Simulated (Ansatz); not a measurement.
Cu12Si: single-point calculation

The run: single-point calculation of Cu12Si (slab, 13 atoms in the cell). Method and program: DFT, PBE, dispersion d3bj, plane waves, PAW, PAW set soft_1 (Ansatz 0.2.0).

The structure derives from an entry of the Crystallography Open Database.

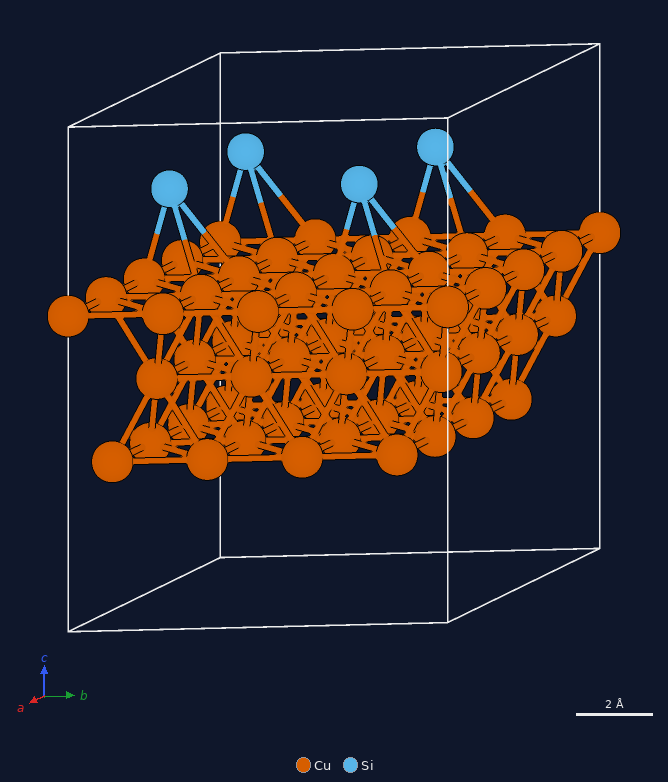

Fig. 1: The input geometry (ball-and-stick view of the 2 × 2 repeat of the cell, with the vacuum cut short, seen slightly off an axis). An atom can appear more than once, as a periodic image.

### Input file
```yaml
crystal:
  lattice:
    - [5.0378287988, 0.0, 0.0]
    - [-2.5189143994, 4.3628877197, 0.0]
    - [0.0, 0.0, 21.2210741096]
  atoms:
    - { symbol: Cu, position: [0.3333333333, 0.1666666667, 0.1884918727] }
    - { symbol: Cu, position: [0.3333333333, 0.6666666667, 0.1884918727] }
    - { symbol: Cu, position: [0.8333333333, 0.1666666667, 0.1884918727] }
    - { symbol: Cu, position: [0.8333333333, 0.6666666667, 0.1884918727] }
    - { symbol: Cu, position: [0.1666666667, 0.3333333333, 0.2855897429] }
    - { symbol: Cu, position: [0.1666666667, 0.8333333333, 0.2855897429] }
    - { symbol: Cu, position: [0.6666666667, 0.3333333333, 0.2855897429] }
    - { symbol: Cu, position: [0.6666666667, 0.8333333333, 0.2855897429] }
    - { symbol: Cu, position: [0.0, 0.0, 0.3826891168] }
    - { symbol: Cu, position: [0.0, 0.5, 0.3826891168] }
    - { symbol: Cu, position: [0.5, 0.0, 0.3826891168] }
    - { symbol: Cu, position: [0.5, 0.5, 0.3826891168] }
    - { symbol: Si, position: [0.0833333333, 0.1666666667, 0.5004965373] }
basis:
  ecutwfc: 420
kpoints:
  mp_grid: { grid: [6, 6, 1] }
hamiltonian:
  xc: pbe
  pseudopotentials: { kind: paw, azcp: { folder: soft_1 } }
  dispersion: d3bj
scf:
  occupations: { method: fermi_dirac, width: 0.3 }
  n_extra_bands: 0
  max_iter: 100
output:
  forces: true
  eigenvalues: true
efield:
  axis: 3
  dipole_correction: true
  ramp_width: 0.04
```

Run as:
```bash
ansatz run input.yaml --threads 4 --pin off --max-ram 12288MiB --backend cpu --events-out ev --progress --plain --runs-dir out
```

### Log
```
Error: inconsistent input (scf.n_extra_bands, scf.occupations.method): n_bands = 116 leaves no empty band above the 116 bands per channel that the deck's 232 electrons occupy, and the occupations search for the Fermi level (a smearing at a finite width, or tetrahedra): a level found among occupied bands alone can fill a metal as an insulator; raise scf.n_extra_bands until at least 117 bands are solved (omitted, it auto-derives to 154) (see scf.n_extra_bands in the input reference)
```

### Outcome

| quantity | value |
| --- | --- |
| outcome | refused by the program |
| hardware | 4 threads of Arm Neoverse V2, 24 GiB of memory available, shared host |

This input holds a deliberate fault: too few bands (`scf.n_extra_bands` and `scf.occupations`). Smearing needs empty bands above the Fermi level. The program refused the input: “inconsistent input (scf.n_extra_bands, scf.occupations.method): n_bands = 116 leaves no empty band above the 116 bands per channel that the deck's 232 electrons occupy, and the occupations search for the Fermi level (a smearing at a finite width, or tetrahedra): a level found among occupied bands alone can fill a metal as an insulator …”
